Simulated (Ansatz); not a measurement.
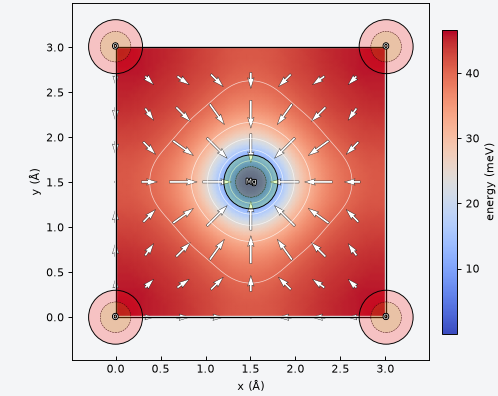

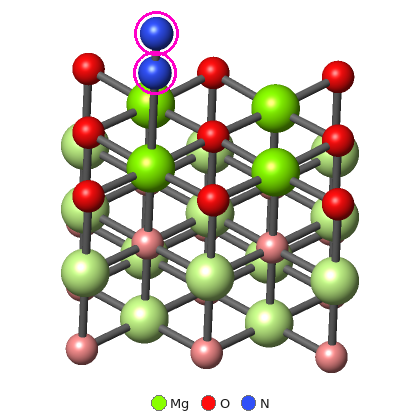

Energy landscape of N₂ on a MgO(100) slab cut from the Fm-3m phase, its upper half relaxed before the scan (24 atoms of substrate and one adsorbate in a 2 × 2 cell). 
- N2 is moved over the surface cell; relaxed at each place: the height of the adsorbate's atoms; substrate rigid; the origin of the map has the adsorbate above O21.
- Places are given modulo a cell vector. The map is drawn in real space over the plane of the surface.
- The grid has 8 × 8 points; 15 points were computed and 49 follow by symmetry.
- Places are given in fractions of the 1 × 1 surface cell.
- All energies are given in meV relative to the lowest grid point.
- Computed with DFT PBE, scalar-relativistic, plane waves, PAW in Ansatz 0.2.0. Settings: cutoff 420 eV, k-mesh 5×5×1, gaussian smearing 0.05 eV, no spin polarisation.

The picture shows a smooth colour map with a few white contour lines, arrows along the force (downhill), their lengths compressed, labelled circles for the atoms of the top layer and small ones for the second layer, the outline of one cell of the plane. Between grid points the surface is interpolated. The second picture is the structure at the lowest point; rings mark the moved atoms.

Q: What does the map say about the system?

A: The lowest grid point is at the top site over a surface Mg atom, (4/8, 4/8) of the cell vectors. It is the only kind of minimum in the scanned range. The highest grid point, the top site over a surface O atom, (0/8, 0/8) of the cell vectors, lies 46.6 meV above the lowest. On the interpolated surface the easiest way out of the lowest well to its copy in the next cell or period passes a barrier of about 41 meV.

Time for the 15 points that were run: 54 min on 8 threads of Arm Neoverse N1, on a shared host.

PAW datasets: the set soft_1.
